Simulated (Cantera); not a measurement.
Feed: 1 mol CuO, 0.97 mol CH4, 1.6 mol H2, 1.4 mol C, equilibrated at 1 atm.

Cantera equilibrium calculation (NASA polynomials, part measured and part estimated; ideal gas, pure solids and liquids). Candidate condensed phases: C, C6H6, C7H8, C8H18, Cu, CuO, Cu(OH)2, Cu2O, H2O; 113 gas species. Equilibrium is a limit: real reactors are often held back by kinetics, nucleation or transport.

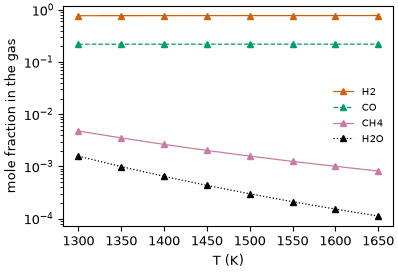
*Equilibrium gas composition (values under 1e-9 drawn at 1e-9)*

Q: Read off the mole fractions at 1450 K.

A: H2 about 0.78, CO about 0.22, CH4 about 0.0020, H2O about 0.00043.
